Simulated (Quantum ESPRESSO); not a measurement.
# CrO2: parallel and opposed starts

A self-consistent run ends on one state, which hangs on the start. Several orders of CrO2 are started in Quantum ESPRESSO and their energies compared.

Main program and level: Quantum ESPRESSO 7.5; PBE with U = 3.5 eV on Cr d (ortho-atomic projectors); plane waves with GBRV 1.5 PBE potentials, no spin-orbit coupling.

### 1. Set-up

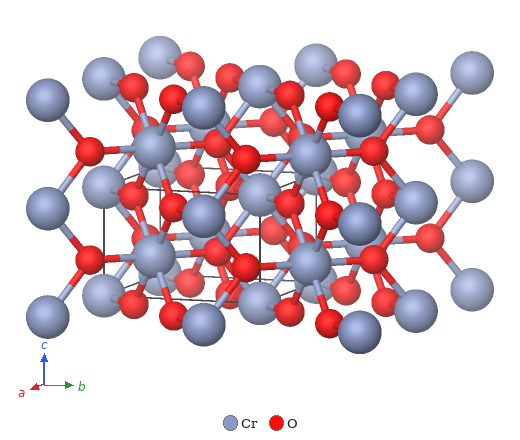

The cell as given, slightly off an axis (chromium light blue, oxygen red). 2×2×2 cells are drawn. Some periodic images of atoms are drawn too.

The cell comes from the Crystallography Open Database.

### 2. Start 1: ferro ++

The signs are those of the starting moments on the seeded atoms, the atoms that are given a moment.

pw.in

```
&CONTROL
  calculation = 'scf'
  prefix = 'pwscf'
  outdir = './tmp'
  pseudo_dir = './pseudo'
  disk_io = 'nowf'
/
&SYSTEM
  ibrav = 0
  celldm(1) = 8
  nat = 6
  ntyp = 2
  ecutwfc = 40
  ecutrho = 280
  nbnd = 39
  occupations = 'smearing'
  smearing = 'fd'
  degauss = 0.00367493
  nspin = 2
  starting_magnetization(1) = 0.2143
  starting_magnetization(2) = 0
/
&ELECTRONS
  conv_thr = 1.2d-08
  electron_maxstep = 150
  mixing_beta = 0.3
/
ATOMIC_SPECIES
Cr     51.9961 cr_pbe_v1.5.uspp.F.UPF
O      15.9990 o_pbe_v1.2.uspp.F.UPF
CELL_PARAMETERS alat
   1.0443098996213    0.0000000000000    0.0000000000000
   0.0000000000000    1.0443098996213    0.0000000000000
   0.0000000000000    0.0000000000000    0.6890413881917
ATOMIC_POSITIONS crystal
Cr      0.0000000000    0.0000000000    0.0000000000
Cr      0.5000000000    0.5000000000    0.5000000000
O       0.3010000000    0.3010000000    0.0000000000
O       0.1990000000    0.8010000000    0.5000000000
O       0.6990000000    0.6990000000    0.0000000000
O       0.8010000000    0.1990000000    0.5000000000
K_POINTS automatic
8 8 8 0 0 0
HUBBARD {ortho-atomic}
U Cr-3d 3.5000
```

On the command line:

```sh
$ OMP_NUM_THREADS=1 mpirun -n 4 pw.x -nk 4 -in pw.in > pw.out
```

The log of the run:

```text
Program PWSCF v.7.5 starts

     Message from routine setup:
     using ibrav=0 with symmetry is DISCOURAGED, use correct ibrav instead

     K-points division:     npool     =       4
     Subspace diagonalization in iterative solution of the eigenvalue problem:

     G-vector sticks info
     --------------------
     sticks:   dense  smooth     PW     G-vecs:    dense   smooth      PW
     Sum        1565     885    285                30497    13155    2353

     Using Slab Decomposition

     bravais-lattice index     =            0
     lattice parameter (alat)  =       8.0000  a.u.
     unit-cell volume          =     384.7460 (a.u.)^3
     number of atoms/cell      =            6
     number of atomic types    =            2
     number of electrons       =        52.00
     number of Kohn-Sham states=           39
     kinetic-energy cutoff     =      40.0000  Ry
     charge density cutoff     =     280.0000  Ry
     scf convergence threshold =      1.2E-08
     mixing beta               =       0.3000
     number of iterations used =            8  plain     mixing
     Exchange-correlation= SLA  PW   PBE  PBE
                           (   1   4   3   4   0   0   0)
     Hubbard projectors: ortho-atomic
     Hubbard parameters of DFT+U (Dudarev formulation) in eV:
     U(Cr-3d) =  3.5000

     Internal variables: lda_plus_u =T, lda_plus_u_kind = 0

     Internal variables: orbital_resolved =F, hub_pot_fix =F, apply_U = F

     celldm(1)=   8.000000  celldm(2)=   0.000000  celldm(3)=   0.000000
     celldm(4)=   0.000000  celldm(5)=   0.000000  celldm(6)=   0.000000

     crystal axes: (cart. coord. in units of alat)
               a(1) = (   1.044310   0.000000   0.000000 )
               a(2) = (   0.000000   1.044310   0.000000 )
               a(3) = (   0.000000   0.000000   0.689041 )

     reciprocal axes: (cart. coord. in units 2 pi/alat)
               b(1) = (  0.957570  0.000000  0.000000 )
               b(2) = (  0.000000  0.957570  0.000000 )
               b(3) = (  0.000000  0.000000  1.451292 )

     PseudoPot. # 1 for Cr read from file:
     cr_pbe_v1.5.uspp.F.UPF
     Pseudo is Ultrasoft + core correction, Zval = 14.0
     Generated by new atomic code, or converted to UPF format
     Using radial grid of  857 points,  6 beta functions with:
                l(1) =   0
                l(2) =   0
                l(3) =   1
                l(4) =   1
                l(5) =   2
                l(6) =   2
     Q(r) pseudized with  8 coefficients,  rinner =    0.950   0.950   0.950
                                                       0.950   0.950

     PseudoPot. # 2 for O  read from file:
     o_pbe_v1.2.uspp.F.UPF
     Pseudo is Ultrasoft + core correction, Zval =  6.0
     Generated by new atomic code, or converted to UPF format
     Using radial grid of  737 points,  5 beta functions with:
                l(1) =   0
                l(2) =   0
                l(3) =   1
                l(4) =   1
                l(5) =   2
     Q(r) pseudized with  8 coefficients,  rinner =    0.900   0.900   0.900
                                                       0.900   0.900

     atomic species   valence    mass     pseudopotential
     Cr               14.00    51.99610     Cr( 1.00)
     O                 6.00    15.99900     O ( 1.00)

     Starting magnetic structure
     atomic species   magnetization
     Cr              0.214
     O               0.000

     16 Sym. Ops., with inversion, found ( 8 have fractional translation)

   Cartesian axes

     site n.     atom                  positions (alat units)
         1        Cr     tau(   1) = (   0.0000000   0.0000000   0.0000000  )
         2        Cr     tau(   2) = (   0.5221549   0.5221549   0.3445207  )
         3        O      tau(   3) = (   0.3143373   0.3143373   0.0000000  )
         4        O      tau(   4) = (   0.2078177   0.8364922   0.3445207  )
         5        O      tau(   5) = (   0.7299726   0.7299726   0.0000000  )
         6        O      tau(   6) = (   0.8364922   0.2078177   0.3445207  )

     number of k points=    75  Fermi-Dirac smearing, width (Ry)=  0.0037
                       cart. coord. in units 2pi/alat
        k(    1) = (   0.0000000   0.0000000   0.0000000), wk =   0.0019531
        k(    2) = (   0.0000000   0.0000000   0.1814115), wk =   0.0039062
        k(    3) = (   0.0000000   0.0000000   0.3628229), wk =   0.0039062
        k(    4) = (   0.0000000   0.0000000   0.5442344), wk =   0.0039062
        k(    5) = (   0.0000000   0.0000000  -0.7256458), wk =   0.0019531
        [... 70 further k-points ...]

     Dense  grid:    30497 G-vectors     FFT dimensions: (  48,  48,  30)

     Smooth grid:    13155 G-vectors     FFT dimensions: (  36,  36,  24)

     Check: negative core charge=   -0.000008
     Generating pointlists ...
     new r_m :   0.1834 (alat units)  1.4670 (a.u.) for type    1
     new r_m :   0.1834 (alat units)  1.4670 (a.u.) for type    2

     Initial potential from superposition of free atoms

     starting charge      50.0000, renormalised to      52.0000

     negative rho (up, down):  2.247E-03 1.448E-03

     STARTING HUBBARD OCCUPATIONS:

     =================== HUBBARD OCCUPATIONS ===================
     ------------------------ ATOM    1 ------------------------
     Tr[ns(  1)] (up, down, total) =   3.40000  0.00000  3.40000
     Atomic magnetic moment for atom   1 =   3.40000
     [... lines left out ...]
     ------------------------ ATOM    2 ------------------------
     Tr[ns(  2)] (up, down, total) =   3.40000  0.00000  3.40000
     Atomic magnetic moment for atom   2 =   3.40000
     [... lines left out ...]
     Number of occupied Hubbard levels =    6.8000

     Atomic wfc used for Hubbard projectors are orthogonalized

     Starting wfcs are   36 randomized atomic wfcs +    3 random wfcs

     Self-consistent Calculation

     iteration #  1     ecut=    40.00 Ry     beta= 0.30
     Davidson diagonalization with overlap
     ethr =  1.00E-02,  avg # of iterations =  6.0

     =================== HUBBARD OCCUPATIONS ===================
     ------------------------ ATOM    1 ------------------------
     Tr[ns(  1)] (up, down, total) =   2.53038  0.38211  2.91249
     Atomic magnetic moment for atom   1 =   2.14827
     [... lines left out ...]
     ------------------------ ATOM    2 ------------------------
     Tr[ns(  2)] (up, down, total) =   2.53038  0.38211  2.91249
     Atomic magnetic moment for atom   2 =   2.14827
     [... lines left out ...]
     Number of occupied Hubbard levels =    5.8250

     negative rho (up, down):  1.997E-03 2.344E-03

     total energy              =    -479.21277187 Ry
     estimated scf accuracy    <       3.53776702 Ry

     total magnetization       =     4.00 Bohr mag/cell
     absolute magnetization    =     4.60 Bohr mag/cell

     iteration #  2     ecut=    40.00 Ry     beta= 0.30
     Davidson diagonalization with overlap
     ethr =  6.80E-03,  avg # of iterations =  1.6

     negative rho (up, down):  1.410E-03 2.661E-03

     total energy              =    -479.88168468 Ry
     estimated scf accuracy    <       0.75809582 Ry

     total magnetization       =     4.12 Bohr mag/cell
     absolute magnetization    =     6.02 Bohr mag/cell

     iteration #  3     ecut=    40.00 Ry     beta= 0.30
     Davidson diagonalization with overlap
     ethr =  1.46E-03,  avg # of iterations =  1.0

     negative rho (up, down):  5.579E-04 4.236E-03

     total energy              =    -480.00023497 Ry
     estimated scf accuracy    <       0.12395850 Ry

     total magnetization       =     4.00 Bohr mag/cell
     absolute magnetization    =     5.45 Bohr mag/cell

     [... further iterations left out ...]

     iteration # 11     ecut=    40.00 Ry     beta= 0.30
     Davidson diagonalization with overlap
     ethr =  7.09E-09,  avg # of iterations =  1.1

     negative rho (up, down):  0.000E+00 6.847E-03

     total energy              =    -480.04736294 Ry
     estimated scf accuracy    <       0.00000077 Ry

     total magnetization       =     4.00 Bohr mag/cell
     absolute magnetization    =     5.96 Bohr mag/cell

     iteration # 12     ecut=    40.00 Ry     beta= 0.30
     Davidson diagonalization with overlap
     ethr =  1.47E-09,  avg # of iterations =  1.6

     negative rho (up, down):  0.000E+00 6.853E-03

     total energy              =    -480.04736333 Ry
     estimated scf accuracy    <       0.00000013 Ry

     total magnetization       =     4.00 Bohr mag/cell
     absolute magnetization    =     5.96 Bohr mag/cell

     iteration # 13     ecut=    40.00 Ry     beta= 0.30
     Davidson diagonalization with overlap
     ethr =  2.41E-10,  avg # of iterations =  1.5

     negative rho (up, down):  0.000E+00 6.852E-03

     total energy              =    -480.04736362 Ry
     estimated scf accuracy    <       0.00000001 Ry

     total magnetization       =     4.00 Bohr mag/cell
     absolute magnetization    =     5.96 Bohr mag/cell

     iteration # 14     ecut=    40.00 Ry     beta= 0.30
     Davidson diagonalization with overlap
     ethr =  2.43E-11,  avg # of iterations =  2.0

     negative rho (up, down):  0.000E+00 6.852E-03

     Magnetic moment per site  (integrated on atomic sphere of radius R)
     atom   1 (R=0.183)  charge= 10.5307  magn=  1.9983
     atom   2 (R=0.183)  charge= 10.5307  magn=  1.9983
     atom   3 (R=0.183)  charge=  5.2377  magn= -0.2177
     atom   4 (R=0.183)  charge=  5.2377  magn= -0.2177
     atom   5 (R=0.183)  charge=  5.2377  magn= -0.2177
     atom   6 (R=0.183)  charge=  5.2377  magn= -0.2177

     End of self-consistent calculation

     =================== HUBBARD OCCUPATIONS ===================
     ------------------------ ATOM    1 ------------------------
     Tr[ns(  1)] (up, down, total) =   3.27388  0.76464  4.03852
     Atomic magnetic moment for atom   1 =   2.50924
     [... lines left out ...]
     ------------------------ ATOM    2 ------------------------
     Tr[ns(  2)] (up, down, total) =   3.27388  0.76464  4.03852
     Atomic magnetic moment for atom   2 =   2.50924
     [... lines left out ...]
     Number of occupied Hubbard levels =    8.0770

     Number of k-points >= 100: set verbosity='high' to print the bands.

     the Fermi energy is    10.3828 ev

!    total energy              =    -480.04736373 Ry
     estimated scf accuracy    <          4.4E-09 Ry
     smearing contrib. (-TS)   =      -0.00056140 Ry
     internal energy E=F+TS    =    -480.04680233 Ry

     The total energy is F=E-TS. E is the sum of the following terms:
     one-electron contribution =    -202.52272365 Ry
     hartree contribution      =     127.85066948 Ry
     xc contribution           =     -74.10565683 Ry
     ewald contribution        =    -331.63635336 Ry
     Hubbard energy            =       0.36726203 Ry

     total magnetization       =     4.00 Bohr mag/cell
     absolute magnetization    =     5.96 Bohr mag/cell

     convergence has been achieved in  14 iterations

=------------------------------------------------------------------------------=
   JOB DONE.
=------------------------------------------------------------------------------=
```

It took 28 s on 4 MPI ranks of Intel Xeon 6975P-C (Granite Rapids), shared host; peak memory 0.57 GiB.

Spin moment in the atom's sphere by atom:

```
atom  spin moment in the atom's sphere (μB)
 Cr1                                   2.00
 Cr2                                   2.00
  O3                                  -0.22
  O4                                  -0.22
  O5                                  -0.22
  O6                                  -0.22
```

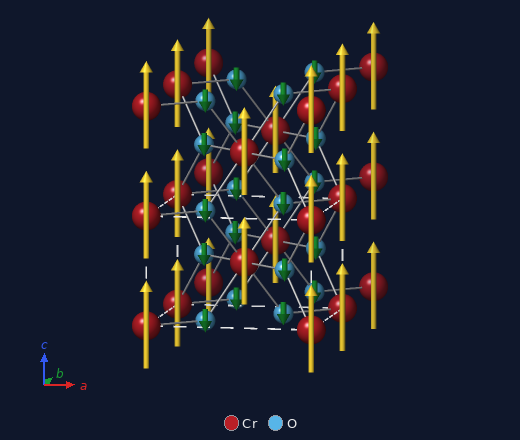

Spin moment in the atom's sphere as arrows, the longest 2.00 μB. Up and down stand for the sign. Arrows give size and sign along the axis of quantisation, drawn up and down the page. Each arrow also spans its atom, so small moments look longer than they are. The two directions have two colours. 1×2×2 cells are drawn. Some periodic images of atoms are drawn too.

Read from the output:

| Property | Result |
| --- | --- |
| smearing term TS | 0.007638 eV |
| magnetization | 4 μB |
| absolute magnetization | 5.96 μB |
| final state | ferromagnetic |

[end of part 1 of 3]

[Logs and program files are shortened in this print: banners, set-up blocks, solver, clock and traceback lines can be left out without a mark of their own.]

[Logs are printed without paths, hosts, clocks, repeated set-up lines and the standing remarks that a program may print on its own settings, such as how far it seeks lower states.]

[Hosts, paths, dates, database ids (printed as entryN), source tags and the programs' standing remarks are cut or masked in the printed files.]

[Where a cell is said to come from a database of computed structures, the database is the Materials Project.]
